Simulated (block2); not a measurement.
**CH4FSi (SMILES [CH2][SiH2]F): DMRG/ANO-RCC-MB**

Aim: the vertical electron affinity of CH4FSi at DMRG/ANO-RCC-MB, from 2 runs. 

The calculation is run with block2 0.5.4.

5 further runs of the same task are left out: 2 that didn't finish, 3 set aside as unsound or not needed.

## 1. The structure to begin with

The species is CH4FSi (7 atoms), meant as a doublet with charge 0. SMILES: `[CH2][SiH2]F`. The coordinates come from a PBE0-D4/def2-TZVP relaxation. This is one conformer, not always the lowest.

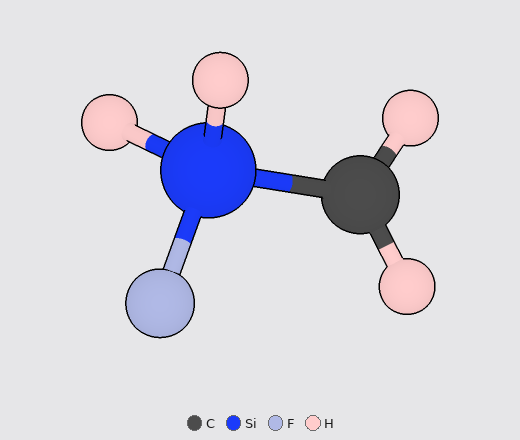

The structure, seen from a chosen angle (carbon dark grey, silicon blue, fluorine light blue, hydrogen pink).

## 2. The energy at DMRG/ANO-RCC-MB

File make_fcidump.py:

```python
from pyscf import ao2mo, cc, dft, gto, mcscf, mp, scf
from pyscf.tools import fcidump

geom = """
C     -1.64765221     0.53120201    -1.16369335
Si     1.11229280    -0.29725392     0.74171750
F      1.23323527    -3.30607586     1.04029423
H     -2.90261933    -0.88061237    -1.96248058
H     -2.14672888     2.47686403    -1.58340152
H      0.96357135     0.81371607     3.31703627
H      3.50355224     0.53384763    -0.47564407
"""
mol = gto.M(
    atom=geom,
    basis="ano-rcc-mb",
    unit="bohr",
    spin=1,
    verbose=4,
)
print("nao = %d" % (mol.nao))
mf = scf.ROHF(mol)
mf.conv_tol = 1e-10
mf.max_cycle = 200
mf.kernel()
if not mf.converged:
    mf = mf.newton().run(mf.mo_coeff, mf.mo_occ)
print("E(HF) = %.10f" % (mf.e_tot))
# MP2, CCSD and CCSD(T) with the same frozen core
ref = scf.UHF(mol).run(mf.make_rdm1(), conv_tol=1e-10)
pt = mp.MP2(ref, frozen=7).run()
mycc = cc.CCSD(ref, frozen=7)
mycc.max_cycle = 150
mycc.kernel()
print("MP2 total energy = %.10f" % (pt.e_tot))
if mycc.converged:
    print("E(CCSD) = %.10f" % (mycc.e_tot))
    print("E(CCSD(T)) = %.10f" % (mycc.e_tot + mycc.ccsd_t()))
# a few density functionals on the same geometry and basis
ks = dft.UKS(mol, xc="revpbe").set(conv_tol=1e-9, verbose=3).run(mf.make_rdm1())
if ks.converged:
    print("E(revPBE) = %.8f" % (ks.e_tot))
ks = dft.UKS(mol, xc="tpssh").set(conv_tol=1e-9, verbose=3).run(mf.make_rdm1())
if ks.converged:
    print("E(TPSSh) = %.8f" % (ks.e_tot))
ks = dft.UKS(mol, xc="blyp").set(conv_tol=1e-9, verbose=3).run(mf.make_rdm1())
if ks.converged:
    print("E(BLYP) = %.8f" % (ks.e_tot))
ks = dft.UKS(mol, xc="bhandhlyp").set(conv_tol=1e-9, verbose=3).run(mf.make_rdm1())
if ks.converged:
    print(f"E(BHLYP) = {ks.e_tot:.8f}")
# rotate to MP2 natural orbitals
occ_no, mo = mcscf.addons.make_natural_orbitals(mp.MP2(mf.to_uhf(), frozen=7).run())
mf.mo_coeff = mo
# FCIDUMP for the DMRG program
cas = mcscf.CASCI(mf, 16, 19)
h1, ecore = cas.get_h1eff()
fcidump.from_integrals("FCIDUMP", h1, cas.get_h2eff(), 16, 19, nuc=ecore, ms=1)
```

File input.conf:

```
sym c1
orbitals FCIDUMP
nelec 19
spin 1
irrep 1
occ 2 2 2 2 2 2 2 2 2 1 0 0 0 0 0 0
cbias 0.3
schedule
0 50 1E-08 1E-04
4 100 1E-08 1E-04
7 200 1E-08 1E-05
11 200 1E-09 0.0
end
maxiter 17
sweep_tol 1E-06
fiedler
mem 2g
num_thrds 1
prefix ./tmp
outputlevel 2
onepdm
```

Command:

```
python make_fcidump.py && block2main input.conf
```

What it wrote:

```text
$ python make_fcidump.py

[INPUT] verbose = 4
[INPUT] num. atoms = 7
[INPUT] num. electrons = 33
[INPUT] charge = 0
[INPUT] spin (= nelec alpha-beta = 2S) = 1
[INPUT] symmetry False subgroup None
[INPUT] Mole.unit = bohr
[INPUT] Symbol           X                Y                Z      unit          X                Y                Z       unit  Magmom
[INPUT]  1 C     -0.871900001054   0.281099998087  -0.615800001319 AA   -1.647652210000   0.531202010000  -1.163693350000 Bohr   0.0
[INPUT]  2 Si     0.588600001630  -0.157300000321   0.392499997941 AA    1.112292800000  -0.297253920000   0.741717500000 Bohr   0.0
[INPUT]  3 F      0.652600000587  -1.749500002685   0.550499999168 AA    1.233235270000  -3.306075860000   1.040294230000 Bohr   0.0
[INPUT]  4 H     -1.536000001412  -0.465999997858  -1.038499999809 AA   -2.902619330000  -0.880612370000  -1.962480580000 Bohr   0.0
[INPUT]  5 H     -1.136000001320   1.310699999223  -0.837900000120 AA   -2.146728880000   2.476864030000  -1.583401520000 Bohr   0.0
[INPUT]  6 H      0.509899999515   0.430600000403   1.755300001879 AA    0.963571350000   0.813716070000   3.317036270000 Bohr   0.0
[INPUT]  7 H      1.854000002676   0.282499999900  -0.251700002353 AA    3.503552240000   0.533847630000  -0.475644070000 Bohr   0.0

nuclear repulsion = 107.849747826141
number of shells = 10
number of NR pGTOs = 167
number of NR cGTOs = 23
basis = ano-rcc-mb
ecp = {}
CPU time:         0.87
nao = 23

******** <class 'pyscf.scf.rohf.ROHF'> ********
method = ROHF
initial guess = minao
damping factor = 0
level_shift factor = 0
DIIS = <class 'pyscf.scf.diis.CDIIS'>
diis_start_cycle = 1
diis_space = 8
diis_damp = 0
SCF conv_tol = 1e-10
SCF conv_tol_grad = None
SCF max_cycles = 200
direct_scf = True
[... 258 lines left out ...]
 --> Site =    1-   2 .. Mmps =   10 Ndav =  21 E =   -423.7470148740 Error = 0.00e+00 FLOPS = 1.43e+09 Tdav = 0.01 T = 0.02
[... 29 lines left out ...]
 <-- Site =    7-   8 .. Mmps =   50 Ndav =   9 E =   -428.2991527763 Error = 4.06e-05 FLOPS = 1.69e+09 Tdav = 0.47 T = 0.55
[... 29 lines left out ...]
 --> Site =   13-  14 .. Mmps =   50 Ndav =   2 E =   -428.3556089309 Error = 2.00e-09 FLOPS = 7.04e+08 Tdav = 0.00 T = 0.01
[... 38 lines left out ...]
 --> Site =    4-   5 .. Mmps =  100 Ndav =   6 E =   -428.3583636035 Error = 1.49e-05 FLOPS = 2.89e+09 Tdav = 0.22 T = 0.28
[... 29 lines left out ...]
 <-- Site =    4-   5 .. Mmps =  100 Ndav =   5 E =   -428.3605428084 Error = 3.19e-05 FLOPS = 4.43e+09 Tdav = 0.37 T = 0.47
[... 38 lines left out ...]
 <-- Site =   13-  14 .. Mmps =   10 Ndav =   1 E =   -428.3600863340 Error = 0.00e+00 FLOPS = 1.11e+09 Tdav = 0.00 T = 0.01
[... 29 lines left out ...]
 --> Site =    7-   8 .. Mmps =  200 Ndav =   6 E =   -428.3614140252 Error = 4.26e-05 FLOPS = 7.84e+09 Tdav = 4.27 T = 4.77
[... 29 lines left out ...]
 <-- Site =    1-   2 .. Mmps =   90 Ndav =   1 E =   -428.3614561099 Error = 1.56e-14 FLOPS = 2.91e+09 Tdav = 0.00 T = 0.04
[... 38 lines left out ...]
 <-- Site =   10-  11 .. Mmps =  200 Ndav =   5 E =   -428.3613078564 Error = 6.89e-09 FLOPS = 3.76e+09 Tdav = 1.06 T = 1.15
[... 29 lines left out ...]
 --> Site =   10-  11 .. Mmps =  200 Ndav =   4 E =   -428.3613130447 Error = 2.82e-07 FLOPS = 3.96e+09 Tdav = 0.82 T = 0.92
[... 63 lines left out ...]
 <-- Site =    5-   6 .. Nterms =           21 Error =  0.000007064454/ 0.000000000000 FLOPS = 8.54e+09 Tmult = 0.01 T = 0.03
 <-- Site =    4-   5 .. Nterms =           23 Error =  0.000005036938/ 0.000000000000 FLOPS = 7.52e+09 Tmult = 0.00 T = 0.03
 <-- Site =    3-   4 .. Nterms =           25 Error =  0.000000000191/ 0.000000000000 FLOPS = 4.19e+09 Tmult = 0.00 T = 0.03
 <-- Site =    2-   3 .. Nterms =           27 Error =  0.000000000000/ 0.000000000000 FLOPS = 2.58e+09 Tmult = 0.00 T = 0.03
 <-- Site =    1-   2 .. Nterms =           29 Error =  0.000000000000/ 0.000000000000 FLOPS = 1.90e+09 Tmult = 0.00 T = 0.03
 <-- Site =    0-   1 .. Nterms =           31 Error =  0.000000000000/ 0.000000000000 FLOPS = 8.46e+08 Tmult = 0.00 T = 0.01
[... 7 lines left out ...]
NPDM Sorting | Nsites =    16 | Nmaxops =  2 | DotSite = 2 | SymbolFree = T | Compressed = T | LowMem = F | Mem = 2.00 KB
 Site =     0 ..  T = 0.000
 Site =     1 ..  T = 0.000
 Site =     2 ..  T = 0.000
 Site =     3 ..  T = 0.000
 Site =     4 ..  T = 0.000
 Site =     5 ..  T = 0.000
 Site =     6 ..  T = 0.000
 Site =     7 ..  T = 0.000
 Site =     8 ..  T = 0.000
 Site =     9 ..  T = 0.000
 Site =    10 ..  T = 0.000
 Site =    11 ..  T = 0.000
 Site =    12 ..  T = 0.000
 Site =    13 ..  T = 0.000
 Site =    14 ..  T = 0.000
Ttotal =      0.001

DMRG OCC =   2.000 1.995 1.995 1.988 1.979 1.977 1.969 1.974 1.969 1.001 0.035 0.027 0.026 0.023 0.023 0.019
```

It took 3 min on 1 thread of AMD EPYC 7R43 (Zen 3), shared host; peak memory 0.36 GiB.

## 3. The singlet anion: the energy at DMRG/ANO-RCC-MB

File integrals.py:

```python
from pyscf import ao2mo, cc, dft, gto, mcscf, mp, scf
from pyscf.tools import fcidump

mol = gto.M(atom="""
C     -1.64765221     0.53120201    -1.16369335
Si     1.11229280    -0.29725392     0.74171750
F      1.23323527    -3.30607586     1.04029423
H     -2.90261933    -0.88061237    -1.96248058
H     -2.14672888     2.47686403    -1.58340152
H      0.96357135     0.81371607     3.31703627
H      3.50355224     0.53384763    -0.47564407
""", basis="ano-rcc-mb", unit="bohr", charge=-1, verbose=3, max_memory=2000)
print("basis functions = %d" % (mol.nao))
mf = scf.RHF(mol)
mf.conv_tol = 1e-10
mf.max_cycle = 200
mf.kernel()
if not mf.converged:
    mf = mf.newton().run(mf.mo_coeff, mf.mo_occ)
print(f"reference energy = {mf.e_tot:.10f}")
ref = mf
pt = mp.MP2(ref, frozen=7).run()
mycc = cc.CCSD(ref, frozen=7)
mycc.max_cycle = 150
mycc.kernel()
print(f"MP2 total energy = {pt.e_tot:.10f}")
if mycc.converged:
    print("CCSD total energy = %.10f" % (mycc.e_tot))
    print("CCSD(T) total energy = %.10f" % (mycc.e_tot + mycc.ccsd_t()))
    print("T1 diagnostic = %.4f" % (mycc.get_t1_diagnostic()))
ks = dft.RKS(mol, xc="revpbe").set(conv_tol=1e-9, verbose=3).run()
if ks.converged:
    print(f"E(revPBE) = {ks.e_tot:.8f}")
ks = dft.RKS(mol, xc="tpssh").set(conv_tol=1e-9, verbose=3).run()
if ks.converged:
    print("E(TPSSh) = %.8f" % (ks.e_tot))
ks = dft.RKS(mol, xc="blyp").set(conv_tol=1e-9, verbose=3).run()
if ks.converged:
    print("E(BLYP) = %.8f" % (ks.e_tot))
ks = dft.RKS(mol, xc="bhandhlyp").set(conv_tol=1e-9, verbose=3).run()
if ks.converged:
    print(f"E(BHLYP) = {ks.e_tot:.8f}")
cas = mcscf.CASCI(mf, 16, 20)
h1, ecore = cas.get_h1eff()
fcidump.from_integrals("FCIDUMP", h1, cas.get_h2eff(), 16, 20, nuc=ecore, ms=0)
```

File block.conf:

```
sym c1
orbitals FCIDUMP
nelec 20
spin 0
irrep 1
occ 2 2 2 2 2 2 2 2 2 2 0 0 0 0 0 0
cbias 0.3
schedule
0 100 1E-09 1E-04
4 150 1E-09 1E-04
6 200 1E-09 1E-05
8 200 1E-10 0.0
end
maxiter 14
sweep_tol 1E-07
gaopt default
mem 2g
num_thrds 1
prefix ./tmp
outputlevel 1
onepdm
```

Command:

```
python integrals.py && block2main block.conf
```

What it wrote:

```text
$ python integrals.py
basis functions = 23
converged SCF energy = -428.189944433933
reference energy = -428.1899444339
E(RMP2) = -428.274935346595  E_corr = -0.0849909126615416
E(SCS-RMP2) = -428.282456058309  E_corr = -0.0925116243754396
E(CCSD) = -428.3008410304658  E_corr = -0.1108965965325544
MP2 total energy = -428.2749353466
CCSD total energy = -428.3008410305
CCSD(T) correction = -0.00267224931392577
CCSD(T) total energy = -428.3035132798
T1 diagnostic = 0.0115
converged SCF energy = -429.441710129835
E(revPBE) = -429.44171013
converged SCF energy = -429.560298787836
E(TPSSh) = -429.56029879
converged SCF energy = -429.511606271352
E(BLYP) = -429.51160627
converged SCF energy = -429.463224231028
E(BHLYP) = -429.46322423

$ block2main block.conf

********************************** INPUT START **********************************
sym                                                             c1
orbitals                                                   FCIDUMP
nelec                                                           20
spin                                                             0
irrep                                                            1
occ                                2 2 2 2 2 2 2 2 2 2 0 0 0 0 0 0
cbias                                                          0.3
maxiter                                                         14
sweep_tol                                                    1E-07
gaopt                                                      default
mem                                                             2g
num_thrds                                                        1
prefix                                                       ./tmp
outputlevel                                                      1
onepdm
schedule                  Sweep   0-   3 : Mmps =   100 Noise =    0.0001 DavTol =     1e-09
                          Sweep   4-   5 : Mmps =   150 Noise =    0.0001 DavTol =     1e-09
                          Sweep   6-   7 : Mmps =   200 Noise =     1e-05 DavTol =     1e-09
                          Sweep   8-  13 : Mmps =   200 Noise =         0 DavTol =     1e-10
********************************** INPUT END   **********************************

SPIN ADAPTED - REAL DOMAIN - DOUBLE PREC
qc mpo type =  QCTypes.Conventional
 UseMainStack = 0 MinDiskUsage = 1 MinMemUsage = 0 IBuf = 0 OBuf = 0
 FPCompression: prec = 1.00e-16 chunk = 1024
 IMain = 0 B / 134 MB DMain = 0 B / 687 MB ISeco = 0 B / 57.2 MB DSeco = 0 B / 1.01 GB
 OpenMP = 1 TBB = 0 BLIS = 0 MKL = GNU 2024.0.2 SeqType = Tasked AlignType = None MKLIntLen = 4
 THREADING = 2 layers : Global | Operator BatchedGEMM
 NUMBER : Global = 1 Operator = 1 Quanta = 0 MKL = 1
 COMPLEX = 1 SINGLE-PREC = 1 KSYMM = 0
using gaopt reorder =  [15 14  7  9 12  1  8  2 13 11  5 10  6  4  0  3]
read integral finished 3.898135542985983
integral sym error =            0
MinMPOMemUsage =  False
MPS =  CCRRRRRRRRRRRRRR 0 2 < N=20 S=0 PG=0 >
GS INIT MPS BOND DIMS =       1     3    10    35   105   114   119   114   110   109   119   114   105    35    10     3     1
pre-mpo memory usage =  170 MB
build mpo start ...
build mpo finished ... Tread = 0.000 Twrite = 0.000 T = 0.027
simpl mpo start ...
simpl mpo finished ... Tread = 0.000 Twrite = 0.000 T = 0.080
GS MPO BOND DIMS =      21    28    39    54    73    96   123   154   123    96    73    54    39    28    21     1
build 1pdm mpo 4.048406624933705
build identity mpo 4.050221583922394
memory usage =  199 MB
para mpo finished 4.050947569892742
env init finished 4.390269988914952

Sweep =    0 | Direction =  forward | Bond dimension =  100 | Noise =  1.00e-04 | Dav threshold =  1.00e-09
Time elapsed =      5.310 | E =    -428.2100490467 | DW = 4.05832e-06

Sweep =    1 | Direction = backward | Bond dimension =  100 | Noise =  1.00e-04 | Dav threshold =  1.00e-09
Time elapsed =      9.308 | E =    -428.3008245699 | DE = -9.08e-02 | DW = 8.26263e-06

Sweep =    2 | Direction =  forward | Bond dimension =  100 | Noise =  1.00e-04 | Dav threshold =  1.00e-09
Time elapsed =     12.635 | E =    -428.3032781730 | DE = -2.45e-03 | DW = 2.63953e-05

Sweep =    3 | Direction = backward | Bond dimension =  100 | Noise =  1.00e-04 | Dav threshold =  1.00e-09
Time elapsed =     15.700 | E =    -428.3034191383 | DE = -1.41e-04 | DW = 2.85862e-05

Sweep =    4 | Direction =  forward | Bond dimension =  150 | Noise =  1.00e-04 | Dav threshold =  1.00e-09
Time elapsed =     20.420 | E =    -428.3037431561 | DE = -3.24e-04 | DW = 9.28427e-06

Sweep =    5 | Direction = backward | Bond dimension =  150 | Noise =  1.00e-04 | Dav threshold =  1.00e-09
Time elapsed =     26.775 | E =    -428.3038115226 | DE = -6.84e-05 | DW = 1.48171e-05

Sweep =    6 | Direction =  forward | Bond dimension =  200 | Noise =  1.00e-05 | Dav threshold =  1.00e-09
Time elapsed =     35.992 | E =    -428.3039283809 | DE = -1.17e-04 | DW = 5.32398e-06

Sweep =    7 | Direction = backward | Bond dimension =  200 | Noise =  1.00e-05 | Dav threshold =  1.00e-09
Time elapsed =     46.029 | E =    -428.3039610203 | DE = -3.26e-05 | DW = 7.71391e-06

Sweep =    8 | Direction =  forward | Bond dimension =  200 | Noise =  0.00e+00 | Dav threshold =  1.00e-10
Time elapsed =     56.880 | E =    -428.3039657390 | DE = -4.72e-06 | DW = 7.49375e-06

Sweep =    9 | Direction = backward | Bond dimension =  200 | Noise =  0.00e+00 | Dav threshold =  1.00e-10
Time elapsed =     66.909 | E =    -428.3039689797 | DE = -3.24e-06 | DW = 7.60935e-06

Sweep =   10 | Direction =  forward | Bond dimension =  200 | Noise =  0.00e+00 | Dav threshold =  1.00e-10
Time elapsed =     77.512 | E =    -428.3039690568 | DE = -7.71e-08 | DW = 7.61378e-06

Final canonical form =  LLLLLLLLLLLLLLLC 14
DMRG Energy = -428.303969056820051
npdm string = ['(C+D)0']

Build NPDM MPO | Nsites =    16 | Nmaxops =  2 | SymbolFree = T | Cutoff = 0.00e+00
 Site =     0 /    16 .. L =        4 R =        1 M =            0 Tmid = 0.000 T = 0.000
 Site =     1 /    16 .. L =        4 R =       31 M =           31 Tmid = 0.000 T = 0.000
 Site =     2 /    16 .. L =        4 R =       29 M =           29 Tmid = 0.000 T = 0.000
 Site =     3 /    16 .. L =        4 R =       27 M =           27 Tmid = 0.000 T = 0.000
 Site =     4 /    16 .. L =        4 R =       25 M =           25 Tmid = 0.000 T = 0.000
 Site =     5 /    16 .. L =        4 R =       23 M =           23 Tmid = 0.000 T = 0.000
 Site =     6 /    16 .. L =        4 R =       21 M =           21 Tmid = 0.000 T = 0.000
 Site =     7 /    16 .. L =        4 R =       19 M =           19 Tmid = 0.000 T = 0.000
 Site =     8 /    16 .. L =        4 R =       17 M =           17 Tmid = 0.000 T = 0.000
 Site =     9 /    16 .. L =        4 R =       15 M =           15 Tmid = 0.000 T = 0.000
 Site =    10 /    16 .. L =        4 R =       13 M =           13 Tmid = 0.000 T = 0.000
 Site =    11 /    16 .. L =        4 R =       11 M =           11 Tmid = 0.000 T = 0.000
 Site =    12 /    16 .. L =        4 R =        9 M =            9 Tmid = 0.000 T = 0.000
 Site =    13 /    16 .. L =        4 R =        7 M =            7 Tmid = 0.000 T = 0.000
 Site =    14 /    16 .. L =        4 R =        5 M =            5 Tmid = 0.000 T = 0.000
 Site =    15 /    16 .. L =        1 R =        4 M =            4 Tmid = 0.000 T = 0.000
Ttotal =      0.000

Expectation | Direction = backward | BRA bond dimension =  200 | KET bond dimension =  200
Time elapsed =      0.270
NPDM Sorting | Nsites =    16 | Nmaxops =  2 | DotSite = 2 | SymbolFree = T | Compressed = T | LowMem = F | Mem = 2.00 KB
Ttotal =      0.000

DMRG OCC =   1.997 1.987 1.987 1.995 1.993 1.983 1.977 1.977 1.969 1.969 0.020 0.033 0.035 0.037 0.021 0.018
```

Wall time 1.8 min (1 thread of AMD EPYC 7R43 (Zen 3), shared host); peak memory 0.31 GiB.

## 4. Summary of results

Level: DMRG/ANO-RCC-MB, 7 core orbitals frozen.

```
                                         quantity          value
             run 1, DMRG/ANO-RCC-MB: total energy  -428.36153 Eh
                      singlet anion: total energy  -428.30397 Eh
    singlet anion: T1 diagnostic of the CCSD step          0.011
vertical electron affinity (to the singlet anion)      -1.566 eV
```

What this shows: The anion lies 1.57 eV (151 kJ/mol) above the neutral: the electron isn't bound at this level, and such a value depends on the basis. Without diffuse functions anions come out too high. In a minimal basis such a difference can be off by several eV, whatever the method. The basis (run 1, DMRG/ANO-RCC-MB) was made for a relativistic Hamiltonian, but the run is non-relativistic. The basis (singlet anion) was made for a relativistic Hamiltonian, but the run is non-relativistic.
